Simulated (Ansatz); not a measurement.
**AlFH₂InN: density, localisation and related maps**

```tsv
atom	x (Å)	y (Å)	z (Å)
Al	-0.5114	-1.8357	0.3195
F	-0.0807	-2.6969	-1.0463
In	-1.8873	1.0540	1.7930
N	-1.2520	-0.2349	0.2252
H	-1.4075	0.1479	-0.7106
H	-0.2310	-2.5090	1.7224
```

Geometry: PBE0-D3(BJ)/def2-SVP; core potentials replace the inner electrons of In.

The calculation used isolated molecule in a Gaussian basis; Kohn-Sham density functional theory, functional PBE0 (Ansatz 0.2.0).

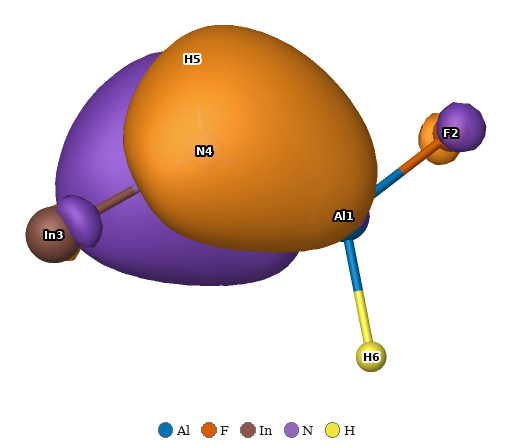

Figure 1. The HOMO−1 at ±0.1 Å⁻³ᐟ² (orange and purple are the two phases), seen at a tilt.

Question: Describe this orbital and give its energy.

Answer: It lies mainly on N4 (about 65 %) and In3 (about 10 %); it changes sign across the molecular plane (π type). Its energy is −7.31 eV.

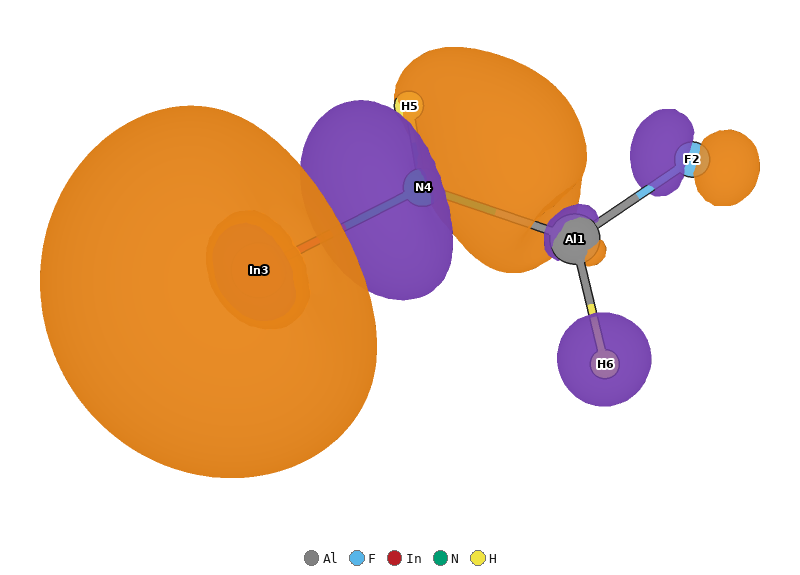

Figure 2. One frontier orbital at ±0.06 Å⁻³ᐟ² (orange and purple are the two phases), seen at a tilt.

Question: Which orbital is it: HOMO or LUMO?

Answer: The HOMO, at −6.74 eV. It lies mainly on In3 (about 65 %) and N4 (about 25 %); it is symmetric in the molecular plane (an in-plane orbital: σ, lone-pair or in-plane π type).
